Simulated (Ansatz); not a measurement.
**Molecular dynamics of SiH₃F₃ (part 2 of 2)**

SiH₃F₃; RKS revPBE-D4/def2-SVP (Ansatz 0.2.0). 

Geometry of the input (Å):
```
Si -0.1652  0.3461  -0.1821
F  1.3571  -0.2920  0.7546
F  -1.5113  0.2109  -1.0388
F  -0.6511  1.1466  1.0874
H  0.7245  1.0065  -1.1356
H  0.5574  -1.1211  0.4783
H  -0.3113  -1.2970  0.0362
```

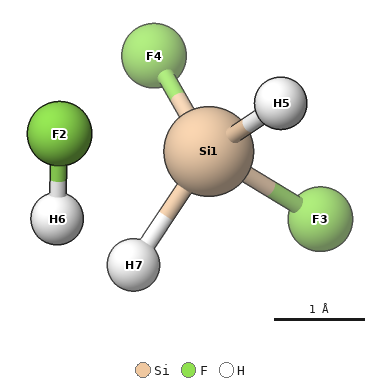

The geometry at step 26 of the log (ball-and-stick view, seen at a tilt; atoms are numbered from 1 in the order of the input).

**Trajectory as extended XYZ, continued**
```
7
Properties=species:S:1:pos:R:3:forces:R:3 step=11 time_fs=5.5 energy=-16065.52265 temperature=351.9
Si   -0.1607    0.3398   -0.1698   -1.2823  -1.0220  -3.2971
F     1.3811   -0.2961    0.7712    1.1445   0.0314   0.3632
F    -1.5449    0.2205   -1.0738   -0.1704   0.2366   0.0211
F    -0.6477    1.1467    1.0914   -0.3827   1.1695   1.7246
H     0.6364    1.0407   -1.2710    0.1525  -0.3393   0.8918
H     0.7314   -1.0794    0.5162   -0.3363  -0.6733   0.1956
H    -0.4078   -1.3011    0.0609    0.8747   0.5972   0.1009
7
Properties=species:S:1:pos:R:3:forces:R:3 step=12 time_fs=6.0 energy=-16065.53840 temperature=376.1
Si   -0.1606    0.3387   -0.1702   -1.4333  -1.0014  -3.2388
F     1.3841   -0.2965    0.7730    1.1197  -0.0206   0.3473
F    -1.5483    0.2215   -1.0771   -0.0774   0.2389   0.0922
F    -0.6478    1.1476    1.0932   -0.3403   1.1117   1.6268
H     0.6302    1.0403   -1.2736    0.1874  -0.3325   0.8885
H     0.7426   -1.0861    0.5221   -0.3008  -0.5468   0.2008
H    -0.4054   -1.2941    0.0649    0.8447   0.5507   0.0830
7
Properties=species:S:1:pos:R:3:forces:R:3 step=13 time_fs=6.5 energy=-16065.55926 temperature=408.2
Si   -0.1606    0.3375   -0.1708   -1.5727  -0.9693  -3.1344
F     1.3872   -0.2968    0.7748    1.0790  -0.0921   0.3272
F    -1.5518    0.2226   -1.0805    0.0108   0.2376   0.1594
F    -0.6479    1.1487    1.0952   -0.2950   1.0437   1.5139
H     0.6244    1.0391   -1.2741    0.2301  -0.3141   0.8633
H     0.7531   -1.0942    0.5285   -0.2514  -0.3897   0.2073
H    -0.4009   -1.2857    0.0692    0.7991   0.4840   0.0633
7
Properties=species:S:1:pos:R:3:forces:R:3 step=14 time_fs=7.0 energy=-16065.58335 temperature=445.3
Si   -0.1608    0.3362   -0.1718   -1.7037  -0.9254  -2.9886
F     1.3905   -0.2972    0.7766    1.0278  -0.1794   0.3054
F    -1.5552    0.2236   -1.0838    0.0944   0.2335   0.2224
F    -0.6480    1.1499    1.0974   -0.2472   0.9668   1.3877
H     0.6192    1.0371   -1.2725    0.2803  -0.2845   0.8167
H     0.7630   -1.1032    0.5354   -0.1902  -0.2094   0.2145
H    -0.3946   -1.2762    0.0736    0.7386   0.3985   0.0419
7
Properties=species:S:1:pos:R:3:forces:R:3 step=15 time_fs=7.5 energy=-16065.60867 temperature=484.3
Si   -0.1611    0.3349   -0.1730   -1.8299  -0.8697  -2.8070
F     1.3939   -0.2976    0.7785    0.9721  -0.2771   0.2850
F    -1.5587    0.2247   -1.0871    0.1733   0.2274   0.2809
F    -0.6482    1.1512    1.0997   -0.1973   0.8823   1.2503
H     0.6147    1.0345   -1.2690    0.3375  -0.2439   0.7498
H     0.7725   -1.1126    0.5428   -0.1197  -0.0150   0.2220
H    -0.3864   -1.2657    0.0780    0.6639   0.2960   0.0190
7
Properties=species:S:1:pos:R:3:forces:R:3 step=16 time_fs=8.0 energy=-16065.63337 temperature=522.4
Si   -0.1616    0.3335   -0.1744   -1.9547  -0.8026  -2.5960
F     1.3974   -0.2980    0.7805    0.9181  -0.3790   0.2690
F    -1.5621    0.2259   -1.0904    0.2480   0.2202   0.3347
F    -0.6484    1.1527    1.1023   -0.1459   0.7917   1.1040
H     0.6109    1.0313   -1.2637    0.4010  -0.1931   0.6643
H     0.7817   -1.1222    0.5508   -0.0425   0.1837   0.2292
H    -0.3767   -1.2545    0.0826    0.5760   0.1792  -0.0052
7
Properties=species:S:1:pos:R:3:forces:R:3 step=17 time_fs=8.5 energy=-16065.65604 temperature=557.4
Si   -0.1622    0.3320   -0.1761   -2.0810  -0.7252  -2.3625
F     1.4010   -0.2984    0.7824    0.8712  -0.4790   0.2599
F    -1.5655    0.2270   -1.0936    0.3186   0.2126   0.3838
F    -0.6486    1.1542    1.1049   -0.0935   0.6964   0.9509
H     0.6081    1.0276   -1.2568    0.4695  -0.1332   0.5628
H     0.7908   -1.1312    0.5593    0.0387   0.3766   0.2357
H    -0.3656   -1.2428    0.0871    0.4765   0.0518  -0.0306
7
Properties=species:S:1:pos:R:3:forces:R:3 step=18 time_fs=9.0 energy=-16065.67587 temperature=588.0
Si   -0.1630    0.3305   -0.1779   -2.2109  -0.6389  -2.1138
F     1.4047   -0.2990    0.7844    0.8362  -0.5711   0.2597
F    -1.5689    0.2282   -1.0968    0.3854   0.2056   0.4281
F    -0.6488    1.1559    1.1077   -0.0405   0.5979   0.7931
H     0.6065    1.0236   -1.2485    0.5412  -0.0662   0.4487
H     0.7999   -1.1394    0.5683    0.1214   0.5546   0.2413
H    -0.3533   -1.2311    0.0915    0.3673  -0.0818  -0.0571
7
Properties=species:S:1:pos:R:3:forces:R:3 step=19 time_fs=9.5 energy=-16065.69281 temperature=614.3
Si   -0.1640    0.3289   -0.1800   -2.3451  -0.5456  -1.8582
F     1.4086   -0.2996    0.7865    0.8167  -0.6496   0.2701
F    -1.5722    0.2294   -1.0999    0.4486   0.1998   0.4674
F    -0.6490    1.1576    1.1106    0.0125   0.4974   0.6327
H     0.6061    1.0195   -1.2392    0.6136   0.0054   0.3269
H     0.8094   -1.1463    0.5779    0.2028   0.7092   0.2459
H    -0.3402   -1.2195    0.0959    0.2508  -0.2166  -0.0848
7
Properties=species:S:1:pos:R:3:forces:R:3 step=20 time_fs=10.0 energy=-16065.70751 temperature=637.2
Si   -0.1652    0.3273   -0.1822   -2.4826  -0.4472  -1.6037
F     1.4125   -0.3002    0.7885    0.8160  -0.7089   0.2919
F    -1.5754    0.2306   -1.1030    0.5084   0.1958   0.5017
F    -0.6493    1.1594    1.1135    0.0651   0.3963   0.4717
H     0.6072    1.0153   -1.2291    0.6832   0.0782   0.2029
H     0.8194   -1.1514    0.5882    0.2800   0.8324   0.2494
H    -0.3265   -1.2085    0.1000    0.1299  -0.3466  -0.1139
7
Properties=species:S:1:pos:R:3:forces:R:3 step=21 time_fs=10.5 energy=-16065.72123 temperature=658.6
Si   -0.1666    0.3256   -0.1845   -2.6208  -0.3459  -1.3587
F     1.4166   -0.3010    0.7906    0.8367  -0.7429   0.3254
F    -1.5786    0.2319   -1.1060    0.5648   0.1940   0.5310
F    -0.6495    1.1612    1.1165    0.1168   0.2955   0.3116
H     0.6099    1.0114   -1.2185    0.7459   0.1482   0.0836
H     0.8300   -1.1546    0.5990    0.3489   0.9166   0.2515
H    -0.3125   -1.1983    0.1038    0.0078  -0.4655  -0.1444
7
Properties=species:S:1:pos:R:3:forces:R:3 step=22 time_fs=11.0 energy=-16065.73559 temperature=680.9
Si   -0.1683    0.3239   -0.1870   -2.7552  -0.2437  -1.1311
F     1.4207   -0.3019    0.7928    0.8815  -0.7449   0.3708
F    -1.5817    0.2332   -1.1089    0.6176   0.1949   0.5552
F    -0.6497    1.1631    1.1196    0.1670   0.1961   0.1540
H     0.6144    1.0078   -1.2077    0.7967   0.2109  -0.0241
H     0.8414   -1.1555    0.6104    0.4044   0.9540   0.2517
H    -0.2984   -1.1892    0.1073   -0.1121  -0.5673  -0.1766
7
Properties=species:S:1:pos:R:3:forces:R:3 step=23 time_fs=11.5 energy=-16065.75215 temperature=706.7
Si   -0.1702    0.3221   -0.1895   -2.8799  -0.1423  -0.9276
F     1.4250   -0.3028    0.7950    0.9537  -0.7063   0.4277
F    -1.5847    0.2345   -1.1118    0.6666   0.1986   0.5743
F    -0.6499    1.1649    1.1227    0.2154   0.0987   0.0002
H     0.6209    1.0047   -1.1970    0.8305   0.2616  -0.1132
H     0.8538   -1.1542    0.6224    0.4401   0.9362   0.2491
H    -0.2846   -1.1814    0.1104   -0.2264  -0.6464  -0.2104
7
Properties=species:S:1:pos:R:3:forces:R:3 step=24 time_fs=12.0 energy=-16065.77202 temperature=737.4
Si   -0.1723    0.3204   -0.1921   -2.9875  -0.0433  -0.7530
F     1.4294   -0.3039    0.7972    1.0568  -0.6174   0.4952
F    -1.5877    0.2358   -1.1146    0.7114   0.2049   0.5882
F    -0.6501    1.1668    1.1257    0.2614   0.0039  -0.1491
H     0.6293    1.0023   -1.1865    0.8423   0.2962  -0.1781
H     0.8673   -1.1507    0.6351    0.4476   0.8541   0.2423
H    -0.2714   -1.1752    0.1129   -0.3320  -0.6985  -0.2455
7
Properties=species:S:1:pos:R:3:forces:R:3 step=25 time_fs=12.5 energy=-16065.79535 temperature=773.4
Si   -0.1747    0.3187   -0.1948   -3.0704   0.0523  -0.6098
F     1.4339   -0.3050    0.7995    1.1947  -0.4671   0.5719
F    -1.5905    0.2372   -1.1173    0.7513   0.2139   0.5970
F    -0.6502    1.1688    1.1288    0.3046  -0.0878  -0.2929
H     0.6397    1.0005   -1.1765    0.8279   0.3115  -0.2149
H     0.8819   -1.1450    0.6483    0.4177   0.6984   0.2299
H    -0.2589   -1.1707    0.1149   -0.4259  -0.7212  -0.2813
7
Properties=species:S:1:pos:R:3:forces:R:3 step=26 time_fs=13.0 energy=-16065.82112 temperature=813.0
Si   -0.1773    0.3169   -0.1976   -3.1211   0.1436  -0.4973
F     1.4386   -0.3062    0.8019    1.3701  -0.2452   0.6555
F    -1.5933    0.2386   -1.1199    0.7858   0.2250   0.6007
F    -0.6503    1.1706    1.1318    0.3444  -0.1764  -0.4308
H     0.6521    0.9995   -1.1670    0.7847   0.3059  -0.2221
H     0.8974   -1.1378    0.6620    0.3415   0.4614   0.2106
H    -0.2475   -1.1679    0.1162   -0.5055  -0.7143  -0.3166
7
Properties=species:S:1:pos:R:3:forces:R:3 step=27 time_fs=13.5 energy=-16065.84718 temperature=853.1
Si   -0.1802    0.3152   -0.2004   -3.1333   0.2300  -0.4120
F     1.4434   -0.3074    0.8044    1.5831   0.0537   0.7422
F    -1.5960    0.2400   -1.1225    0.8142   0.2379   0.5993
F    -0.6503    1.1725    1.1348    0.3805  -0.2617  -0.5625
H     0.6664    0.9992   -1.1580    0.7119   0.2793  -0.2013
H     0.9138   -1.1294    0.6763    0.2125   0.1406   0.1843
H    -0.2373   -1.1668    0.1167   -0.5689  -0.6797  -0.3500
7
Properties=species:S:1:pos:R:3:forces:R:3 step=28 time_fs=14.0 energy=-16065.87097 temperature=889.6
Si   -0.1834    0.3135   -0.2032   -3.1022   0.3108  -0.3477
F     1.4484   -0.3086    0.8070    1.8262   0.4239   0.8261
F    -1.5985    0.2415   -1.1250    0.8357   0.2518   0.5930
F    -0.6503    1.1744    1.1377    0.4124  -0.3438  -0.6879
H     0.6824    0.9996   -1.1495    0.6107   0.2337  -0.1564
H     0.9306   -1.1207    0.6910    0.0321  -0.2550   0.1525
H    -0.2284   -1.1674    0.1164   -0.6148  -0.6214  -0.3796
7
Properties=species:S:1:pos:R:3:forces:R:3 step=29 time_fs=14.5 energy=-16065.89063 temperature=920.0
Si   -0.1869    0.3118   -0.2061   -3.0256   0.3855  -0.2966
F     1.4537   -0.3098    0.8096    2.0806   0.8405   0.8992
F    -1.6010    0.2429   -1.1274    0.8497   0.2663   0.5818
F    -0.6503    1.1761    1.1405    0.4395  -0.4229  -0.8070
H     0.6998    1.0006   -1.1413    0.4846   0.1723  -0.0933
H     0.9476   -1.1126    0.7060   -0.1860  -0.6971   0.1194
H    -0.2210   -1.1694    0.1152   -0.6428  -0.5446  -0.4035
7
Properties=species:S:1:pos:R:3:forces:R:3 step=30 time_fs=15.0 energy=-16065.90641 temperature=944.7
Si   -0.1906    0.3101   -0.2090   -2.9036   0.4536  -0.2501
F     1.4593   -0.3109    0.8124    2.3128   1.2525   0.9521
F    -1.6033    0.2444   -1.1297    0.8556   0.2808   0.5659
F    -0.6501    1.1779    1.1432    0.4615  -0.4992  -0.9198
H     0.7185    1.0019   -1.1334    0.3385   0.0996  -0.0192
H     0.9641   -1.1061    0.7214   -0.4112  -1.1319   0.0914
H    -0.2152   -1.1727    0.1131   -0.6536  -0.4553  -0.4203
7
Properties=species:S:1:pos:R:3:forces:R:3 step=31 time_fs=15.5 energy=-16065.92116 temperature=967.9
Si   -0.1945    0.3085   -0.2119   -2.7393   0.5145  -0.2006
F     1.4651   -0.3118    0.8153    2.4772   1.5858   0.9768
F    -1.6056    0.2460   -1.1320    0.8529   0.2949   0.5454
F    -0.6500    1.1796    1.1457    0.4783  -0.5727  -1.0265
H     0.7379    1.0035   -1.1256    0.1785   0.0203   0.0589
H     0.9796   -1.1024    0.7369   -0.5986  -1.4835   0.0750
H    -0.2109   -1.1772    0.1099   -0.6489  -0.3593  -0.4290
7
Properties=species:S:1:pos:R:3:forces:R:3 step=32 time_fs=16.0 energy=-16065.93912 temperature=996.0
Si   -0.1987    0.3070   -0.2148   -2.5386   0.5677  -0.1420
F     1.4713   -0.3124    0.8183    2.5282   1.7604   0.9701
F    -1.6077    0.2476   -1.1342    0.8412   0.3085   0.5202
F    -0.6497    1.1812    1.1482    0.4897  -0.6434  -1.1270
H     0.7577    1.0052   -1.1175    0.0111  -0.0607   0.1344
H     0.9937   -1.1022    0.7527   -0.7008  -1.6710   0.0735
H    -0.2081   -1.1824    0.1057   -0.6308  -0.2615  -0.4292
7
Properties=species:S:1:pos:R:3:forces:R:3 step=33 time_fs=16.5 energy=-16065.96315 temperature=1033.1
Si   -0.2031    0.3055   -0.2177   -2.3095   0.6128  -0.0703
F     1.4777   -0.3129    0.8215    2.4381   1.7192   0.9366
F    -1.6097    0.2492   -1.1363    0.8203   0.3217   0.4904
F    -0.6494    1.1827    1.1505    0.4959  -0.7112  -1.2213
H     0.7776    1.0067   -1.1092   -0.1571  -0.1391   0.2018
H     1.0061   -1.1061    0.7686   -0.6861  -1.6380   0.0840
H    -0.2069   -1.1884    0.1005   -0.6017  -0.1655  -0.4211
7
Properties=species:S:1:pos:R:3:forces:R:3 step=34 time_fs=17.0 energy=-16065.99223 temperature=1077.6
Si   -0.2078    0.3040   -0.2207   -2.0616   0.6494   0.0157
F     1.4845   -0.3132    0.8248    2.2110   1.4544   0.8876
F    -1.6116    0.2509   -1.1384    0.7900   0.3347   0.4559
F    -0.6491    1.1841    1.1527    0.4973  -0.7758  -1.3092
H     0.7971    1.0079   -1.1004   -0.3202  -0.2112   0.2573
H     1.0169   -1.1138    0.7847   -0.5531  -1.3777   0.0977
H    -0.2071   -1.1947    0.0942   -0.5634  -0.0737  -0.4050
7
Properties=species:S:1:pos:R:3:forces:R:3 step=35 time_fs=17.5 energy=-16066.02157 temperature=1122.4
Si   -0.2125    0.3026   -0.2236   -1.8054   0.6770   0.1155
F     1.4916   -0.3132    0.8281    1.8822   1.0106   0.8371
F    -1.6134    0.2526   -1.1404    0.7503   0.3479   0.4168
F    -0.6487    1.1855    1.1547    0.4945  -0.8368  -1.3904
H     0.8158    1.0085   -1.0910   -0.4730  -0.2741   0.2985
H     1.0263   -1.1248    0.8011   -0.3308  -0.9372   0.1043
H    -0.2087   -1.2011    0.0870   -0.5178   0.0125  -0.3818
7
Properties=species:S:1:pos:R:3:forces:R:3 step=36 time_fs=18.0 energy=-16066.04530 temperature=1158.8
Si   -0.2175    0.3012   -0.2265   -1.5511   0.6955   0.2268
F     1.4989   -0.3132    0.8316    1.5034   0.4655   0.7962
F    -1.6152    0.2543   -1.1424    0.7015   0.3619   0.3730
F    -0.6482    1.1867    1.1565    0.4882  -0.8937  -1.4647
H     0.8334    1.0085   -1.0808   -0.6112  -0.3258   0.3243
H     1.0350   -1.1381    0.8177   -0.0646  -0.3964   0.0967
H    -0.2115   -1.2076    0.0789   -0.4663   0.0930  -0.3522
7
Properties=species:S:1:pos:R:3:forces:R:3 step=37 time_fs=18.5 energy=-16066.05979 temperature=1181.2
Si   -0.2226    0.2999   -0.2294   -1.3077   0.7045   0.3468
F     1.5064   -0.3130    0.8352    1.1250  -0.0994   0.7707
F    -1.6168    0.2561   -1.1443    0.6438   0.3772   0.3246
F    -0.6476    1.1878    1.1581    0.4791  -0.9463  -1.5319
H     0.8496    1.0078   -1.0699   -0.7314  -0.3650   0.3344
H     1.0435   -1.1523    0.8345    0.2016   0.1612   0.0731
H    -0.2154   -1.2138    0.0700   -0.4104   0.1678  -0.3176
7
Properties=species:S:1:pos:R:3:forces:R:3 step=38 time_fs=19.0 energy=-16066.06518 temperature=1189.9
Si   -0.2278    0.2987   -0.2323   -1.0828   0.7039   0.4723
F     1.5140   -0.3129    0.8389    0.7838  -0.6198   0.7605
F    -1.6183    0.2580   -1.1461    0.5779   0.3943   0.2718
F    -0.6470    1.1888    1.1595    0.4678  -0.9942  -1.5917
H     0.8640    1.0061   -1.0582   -0.8310  -0.3910   0.3294
H     1.0524   -1.1662    0.8515    0.4361   0.6695   0.0369
H    -0.2203   -1.2196    0.0603   -0.3519   0.2373  -0.2792
7
Properties=species:S:1:pos:R:3:forces:R:3 step=39 time_fs=19.5 energy=-16066.06497 temperature=1190.1
Si   -0.2330    0.2975   -0.2352   -0.8819   0.6937   0.6009
F     1.5217   -0.3129    0.8427    0.5016  -1.0541   0.7623
F    -1.6198    0.2599   -1.1480    0.5043   0.4136   0.2148
F    -0.6464    1.1897    1.1608    0.4550  -1.0374  -1.6439
H     0.8764    1.0035   -1.0457   -0.9080  -0.4034   0.3100
H     1.0625   -1.1784    0.8686    0.6214   1.0862  -0.0058
H    -0.2261   -1.2249    0.0499   -0.2922   0.3013  -0.2382
7
Properties=species:S:1:pos:R:3:forces:R:3 step=40 time_fs=20.0 energy=-16066.06430 temperature=1189.6
Si   -0.2384    0.2964   -0.2380   -0.7088   0.6745   0.7303
F     1.5295   -0.3130    0.8466    0.2882  -1.3791   0.7710
F    -1.6212    0.2618   -1.1498    0.4236   0.4353   0.1540
F    -0.6457    1.1904    1.1618    0.4409  -1.0756  -1.6886
H     0.8866    1.0000   -1.0325   -0.9612  -0.4022   0.2774
H     1.0740   -1.1881    0.8857    0.7499   1.3881  -0.0484
H    -0.2325   -1.2294    0.0389   -0.2326   0.3592  -0.1956
```

**Results in brief**

| quantity | value |
| --- | --- |
| outcome | finished |
| mean temperature over the second half | 939 K |
| trajectory | 40 steps, 20 fs |
| ensemble | nve |
| temperature in the input | 500 K |
| time step | 0.5 fs |
| potential energy (last step) | −16066.0643 eV |
| mean-field energy (last step) | −16065.7639 eV |
| dispersion energy (last step) | −0.3005 eV |
| SCF solution under orbital rotations (last step) | stable |
| largest force (length of the vector) (last step) | 2.050 eV/Å |
| dipole moment (last step) | 2.88 D |
| hardware | 2 CPU threads, shared host |
| wall time | 36 s (CPU time 68 s) |
| peak memory | 0.35 GiB |

**Remarks**

So short a trajectory is not equilibrated.
